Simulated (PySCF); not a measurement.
Si(OH)(OMe), CH₄O₂Si, SMILES CO[Si]O at its PBE0/def2-SVP optimised geometry (Å):

```
8

Si    -1.4575    -0.0524     0.0000
O     -1.6984     1.5917     0.0000
H     -0.8955     2.1310    -0.0005
O      0.2221    -0.0524     0.0000
C      1.0455    -1.1870    -0.0014
H      1.6901    -1.1857    -0.8956
H      1.6984    -1.1812     0.8867
H      0.4691    -2.1310     0.0037
```

Method: PySCF 2.14.0 with PBE0/def2-TZVP.

Map of the electron localisation function on the plane z = 0.6 Å:

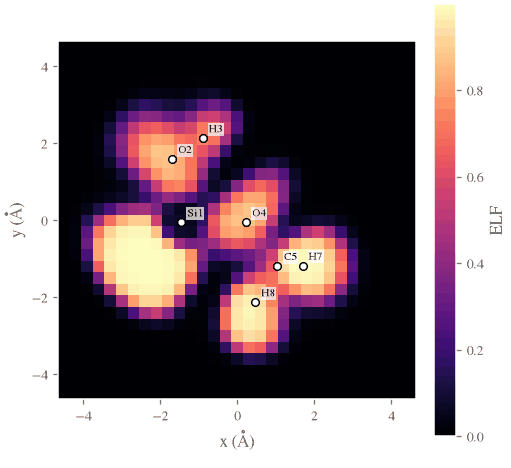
Figure. Electron localisation function on the plane z = 0.6 Å.
